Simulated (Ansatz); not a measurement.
# Geometry relaxation, with input and output: CH3ClF2Ti (part 2 of 2)

Continued. System: CH3ClF2Ti. Method: RKS BLYP-D4/def2-SVP (Ansatz 0.2.0). It belongs to a series of runs on one base structure; here: end point B relaxed.

Geometry of the input (Å):
```
Ti -0.7026  0.6832  0.7851
Cl 2.9490  -0.6081  0.2603
C  -0.5608  -0.3411  -0.7705
H  1.7375  -0.6283  -0.2830
F  -0.7598  2.4207  0.4388
F  -1.4630  -0.2159  2.1100
H  -0.3933  0.1116  -1.7673
H  -0.8067  -1.4220  -0.7735
```

**Trajectory as extended XYZ (Å, eV, eV/Å), 13 of the 29 frames kept, from step=1 to step=29**
```
8
Properties=species:S:1:pos:R:3:forces:R:3 step=1 energy=-42148.28479
Ti   -0.7026    0.6832    0.7851    0.3086  -0.0559   0.0147
Cl    2.9490   -0.6081    0.2603   -0.3086   0.1119   0.0461
C    -0.5608   -0.3411   -0.7705    0.1168   0.0278   0.1309
H     1.7375   -0.6283   -0.2830   -0.1081   0.0051  -0.0301
F    -0.7598    2.4207    0.4388   -0.0058   0.0053   0.0161
F    -1.4630   -0.2159    2.1100   -0.0072   0.0087   0.0135
H    -0.3933    0.1116   -1.7673   -0.0086  -0.0822  -0.0784
H    -0.8067   -1.4220   -0.7735    0.0129  -0.0206  -0.1130
8
Properties=species:S:1:pos:R:3:forces:R:3 step=3 energy=-42148.61575
Ti   -0.4618    0.6349    0.8080    0.4807  -0.1732  -0.0792
Cl    2.6143   -0.4415    0.3823    0.0252   0.2758   0.4458
C    -0.4755   -0.3675   -0.7766    0.0394  -0.0678  -0.0801
H     1.4972   -0.6069   -0.3415   -0.6760   0.0259  -0.2361
F    -0.6651    2.3578    0.4320    0.0559  -0.1756   0.0886
F    -1.3556   -0.2325    2.0731    0.1359   0.1198  -0.0973
H    -0.3733    0.0903   -1.7818   -0.0373  -0.0231  -0.0054
H    -0.7800   -1.4344   -0.7954   -0.0239   0.0182  -0.0363
8
Properties=species:S:1:pos:R:3:forces:R:3 step=6 energy=-42149.58532
Ti   -0.1315    0.5099    0.7470   -0.1723   0.2441   0.3076
Cl    2.2292   -0.1427    0.6953    0.7083   0.3553   0.8548
C    -0.4471   -0.4308   -0.8643    0.7019  -0.2360  -0.0757
H     1.1256   -0.5033   -0.3284   -1.6773  -0.2080  -1.0188
F    -0.4276    2.2297    0.4502    0.1634  -0.2308   0.0877
F    -1.0869   -0.2545    2.0264    0.2547   0.1002  -0.1215
H    -0.4282    0.0605   -1.8564    0.0064  -0.0265  -0.0054
H    -0.8334   -1.4687   -0.8698    0.0149   0.0017  -0.0287
8
Properties=species:S:1:pos:R:3:forces:R:3 step=8 energy=-42150.90907
Ti   -0.0443    0.4970    0.7621    0.2415   0.6131   1.0587
Cl    2.2262   -0.0263    0.8781   -0.0369   0.5141   0.7962
C    -0.3539   -0.4667   -0.8817    0.5638  -0.3713  -0.3428
H     0.7922   -0.5385   -0.5204   -1.0993  -0.7332  -1.6071
F    -0.3726    2.2033    0.4710    0.0928  -0.2096   0.1176
F    -1.0214   -0.2464    2.0259    0.1897   0.1436  -0.1062
H    -0.4115    0.0502   -1.8581    0.0217   0.0124   0.0506
H    -0.8146   -1.4726   -0.8769    0.0268   0.0308   0.0330
8
Properties=species:S:1:pos:R:3:forces:R:3 step=10 energy=-42151.54055
Ti    0.0209    0.4949    0.7850    0.1969   0.1782   0.3588
Cl    2.2388    0.1416    1.1485   -0.4183   0.1941   0.1337
C    -0.3438   -0.4989   -0.9278    0.3906  -0.0712   0.0571
H     0.7558   -0.7001   -0.7884   -0.0205  -0.3564  -0.5679
F    -0.3298    2.1919    0.5030    0.0220  -0.1481   0.0825
F    -0.9699   -0.2295    2.0406    0.0950   0.1173  -0.0859
H    -0.4859    0.0586   -1.8683   -0.1173   0.1045  -0.0253
H    -0.8862   -1.4583   -0.8925   -0.1485  -0.0184   0.0471
8
Properties=species:S:1:pos:R:3:forces:R:3 step=13 energy=-42151.81169
Ti    0.0638    0.5053    0.8191    0.0071   0.0568   0.0911
Cl    2.1973    0.2842    1.3510   -0.0277   0.0148   0.0112
C    -0.2020   -0.5488   -0.9446   -0.0330  -0.0362  -0.0703
H     0.7767   -0.9903   -1.2259    0.0012   0.0083   0.0134
F    -0.3597    2.1825    0.5167    0.0103  -0.1256  -0.0259
F    -0.9855   -0.2027    2.0362    0.0475   0.0183  -0.1168
H    -0.5455    0.1313   -1.7525   -0.0019   0.0332   0.0476
H    -0.9450   -1.3615   -0.8000   -0.0036   0.0304   0.0497
8
Properties=species:S:1:pos:R:3:forces:R:3 step=15 energy=-42151.81690
Ti    0.0830    0.5001    0.8190   -0.0338   0.0175   0.0145
Cl    2.2093    0.3010    1.3808    0.0059   0.0007   0.0026
C    -0.1965   -0.5490   -0.9425    0.0034  -0.0121  -0.0174
H     0.7670   -1.0054   -1.2509   -0.0200   0.0082   0.0050
F    -0.3658    2.1616    0.4841    0.0111  -0.0198   0.0005
F    -0.9898   -0.2221    2.0028    0.0171   0.0035  -0.0144
H    -0.5523    0.1546   -1.7240    0.0063  -0.0069   0.0094
H    -0.9550   -1.3409   -0.7693    0.0100   0.0089  -0.0002
8
Properties=species:S:1:pos:R:3:forces:R:3 step=17 energy=-42151.81708
Ti    0.0813    0.5000    0.8200    0.0328  -0.0180  -0.0147
Cl    2.2122    0.3190    1.3730   -0.0040   0.0009  -0.0026
C    -0.1969   -0.5489   -0.9427   -0.0057   0.0088   0.0098
H     0.7579   -1.0306   -1.2354    0.0101  -0.0071  -0.0013
F    -0.3781    2.1574    0.4864   -0.0127   0.0200   0.0001
F    -0.9762   -0.2379    2.0061   -0.0158  -0.0045   0.0151
H    -0.5228    0.1610   -1.7307    0.0000   0.0006  -0.0038
H    -0.9773   -1.3199   -0.7766   -0.0048  -0.0007  -0.0026
8
Properties=species:S:1:pos:R:3:forces:R:3 step=20 energy=-42151.81999
Ti    0.0795    0.4984    0.8241    0.0542  -0.0467  -0.0430
Cl    2.2272    0.3820    1.3309   -0.0168   0.0052  -0.0083
C    -0.1982   -0.5471   -0.9415    0.0290   0.0093   0.0261
H     0.7205   -1.1268   -1.1671   -0.0164  -0.0037   0.0048
F    -0.4377    2.1407    0.5021   -0.0285   0.0256   0.0149
F    -0.9283   -0.2916    2.0200   -0.0175   0.0072   0.0215
H    -0.4023    0.1778   -1.7561    0.0056  -0.0029  -0.0068
H    -1.0606   -1.2335   -0.8124   -0.0095   0.0061  -0.0091
8
Properties=species:S:1:pos:R:3:forces:R:3 step=22 energy=-42151.82601
Ti    0.0780    0.4956    0.8270    0.0464  -0.0420  -0.0322
Cl    2.2402    0.4486    1.2832   -0.0278   0.0069  -0.0136
C    -0.1971   -0.5457   -0.9398   -0.0131  -0.0231  -0.0698
H     0.6702   -1.2263   -1.0972   -0.1187   0.0659   0.0153
F    -0.5041    2.1208    0.5258   -0.0270   0.0055   0.0184
F    -0.8769   -0.3418    2.0352   -0.0022   0.0152   0.0050
H    -0.2710    0.1852   -1.7782    0.0206  -0.1209   0.1105
H    -1.1391   -1.1364   -0.8561    0.1218   0.0925  -0.0336
8
Properties=species:S:1:pos:R:3:forces:R:3 step=24 energy=-42151.84168
Ti    0.0788    0.4899    0.8307   -0.0007   0.0093  -0.0010
Cl    2.2571    0.5591    1.1991   -0.0333   0.0038  -0.0160
C    -0.1942   -0.5433   -0.9352   -0.0201  -0.0467  -0.1016
H     0.5493   -1.3725   -0.9868   -0.1243   0.1091   0.0021
F    -0.6183    2.0778    0.5727    0.0034  -0.0231   0.0051
F    -0.7909   -0.4132    2.0560    0.0180  -0.0010  -0.0057
H    -0.0501    0.1583   -1.7907   -0.0077  -0.1296   0.1321
H    -1.2316   -0.9559   -0.9458    0.1647   0.0782  -0.0150
8
Properties=species:S:1:pos:R:3:forces:R:3 step=27 energy=-42151.85496
Ti    0.0749    0.4830    0.8340    0.0070   0.0274   0.0386
Cl    2.2562    0.6885    1.1131   -0.0185  -0.0107  -0.0162
C    -0.1936   -0.5424   -0.9315    0.0072  -0.0148  -0.0325
H     0.3677   -1.5006   -0.8806   -0.0353   0.0420  -0.0066
F    -0.7280    2.0271    0.6211   -0.0031  -0.0252  -0.0016
F    -0.6828   -0.4944    2.0771    0.0052   0.0082  -0.0184
H     0.1862    0.0796   -1.7710   -0.0167  -0.0369   0.0365
H    -1.2805   -0.7407   -1.0623    0.0542   0.0100   0.0002
8
Properties=species:S:1:pos:R:3:forces:R:3 step=29 energy=-42151.85596
Ti    0.0736    0.4838    0.8380   -0.0041   0.0001   0.0013
Cl    2.2550    0.7140    1.0826    0.0033   0.0009   0.0003
C    -0.1910   -0.5405   -0.9286   -0.0036  -0.0095  -0.0155
H     0.3176   -1.5250   -0.8548   -0.0115   0.0204  -0.0035
F    -0.7616    2.0114    0.6333    0.0007  -0.0015   0.0008
F    -0.6572   -0.5129    2.0812    0.0003   0.0013  -0.0010
H     0.2449    0.0537   -1.7595   -0.0098  -0.0142   0.0162
H    -1.2812   -0.6844   -1.0921    0.0247   0.0025   0.0014
```

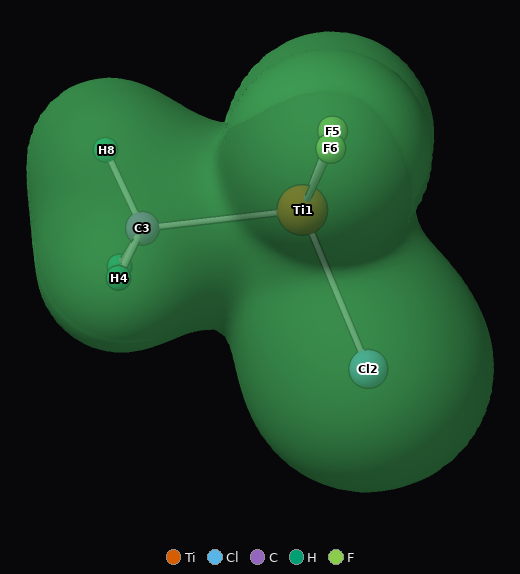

Isosurface of the total electron density at 0.05 e/Å³ (green), seen face on. At this value the surface is in one piece. On the grid the lowest density along these lines, outside the cores, is 1 e/Å³ (Ti–F, 1.75 Å), 0.79 e/Å³ (C–Ti, 2.06 Å), 0.6 e/Å³ (Ti–Cl, 2.21 Å) and 1.7 e/Å³ (C–H, 1.11 Å).

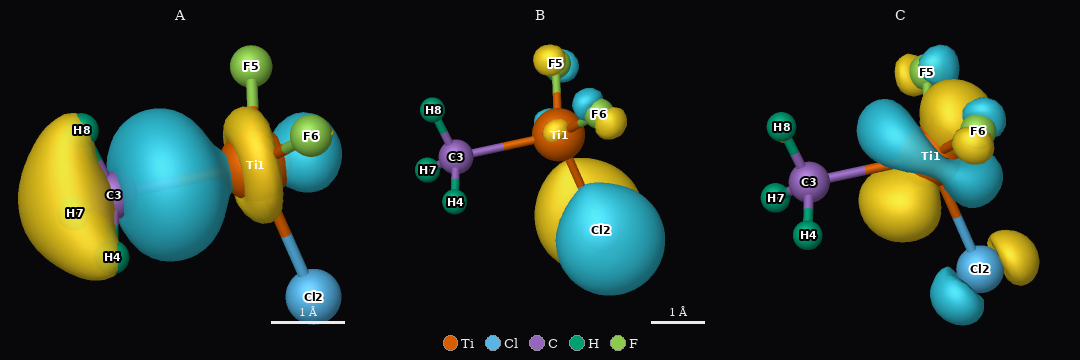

Three frontier orbitals at ±0.15 Å⁻³ᐟ² (yellow and cyan are the two phases). B is the HOMO−1 (−7.86 eV). A is the HOMO (−7.11 eV). By Hirshfeld shares it lies mainly on C3 (50 %) and Ti1 (35 %). C is the LUMO (−3.67 eV). By Hirshfeld shares it lies mainly on Ti1 (75 %) and Cl2 (10 %). The HOMO–LUMO gap is 3.44 eV between the orbital energies.
